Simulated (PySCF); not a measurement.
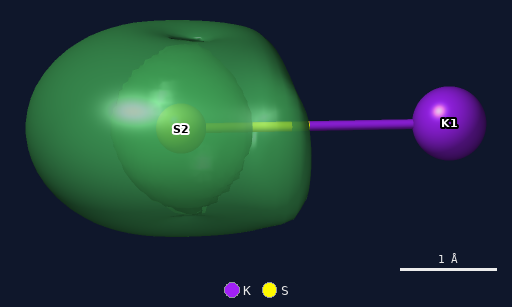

Figure. KS (doublet). Isosurface of the ELF at 0.75 (green), seen from one side. Only the valence region is drawn (cores and ρ < 0.01 e/Å³ removed).

All numbers below come from PySCF, PBE0/x2c-SVPall, spin-free X2C-1e, Gaussian nucleus, at a bond length of 2.824 Å.

| atom | x (Å) | y (Å) | z (Å) |
| --- | --- | --- | --- |
| K | 0.0000 | 0.0000 | -1.2728 |
| S | 0.0000 | 0.0000 | 1.5512 |

Q: Where are the electrons localised?

A: At this value the surface marks out one region wrapped around S (its valence shell). Along the contacts the grid gives the following. K–S (2.82 Å): the ELF peaks at about 0.90 in the valence shell of S, 0.9 Å from its nucleus, and is about 0.20 at the midpoint (a largely ionic contact).
